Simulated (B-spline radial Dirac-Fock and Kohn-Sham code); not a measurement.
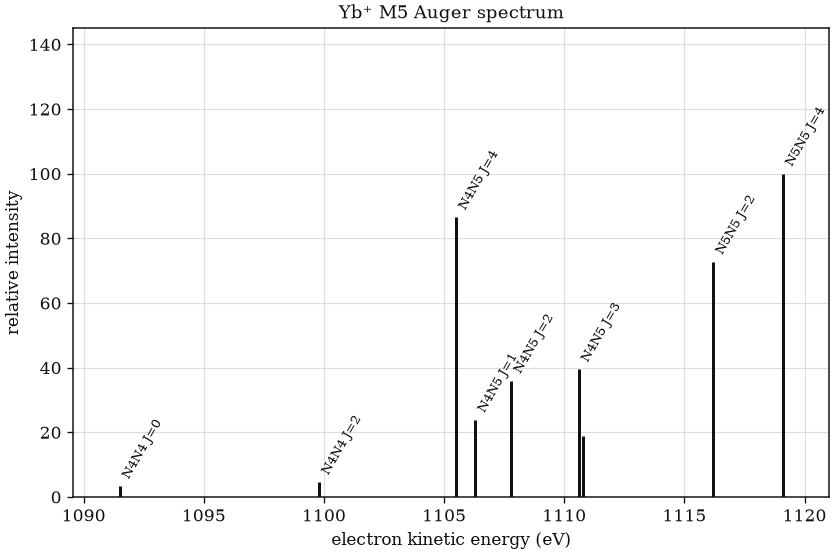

**Figure.** The Auger multiplet of an M5 hole with both final holes in N45, lines labelled by the leading pair of holes and J, as sticks. Kinetic energies count from the vacuum level; very weak lines are left out. Lines are named by their largest jj component, which in light atoms can differ from the customary names. It refers to Yb⁺. Computed with a B-spline radial code: Dirac–Fock ΔSCF energies in intermediate coupling of the two holes, Coulomb rates, valence shells as spectators.

The strongest line is M5-N5N5 J=4 at 1.1191 keV (26 % of the multiplet), followed by M5-N4N5 J=4 at 1.1055 keV (22 %), M5-N5N5 J=2 at 1.1162 keV (19 %), M5-N4N5 J=3 at 1.1106 keV (10 %). The lines shown span 1.091 keV to 1.119 keV.
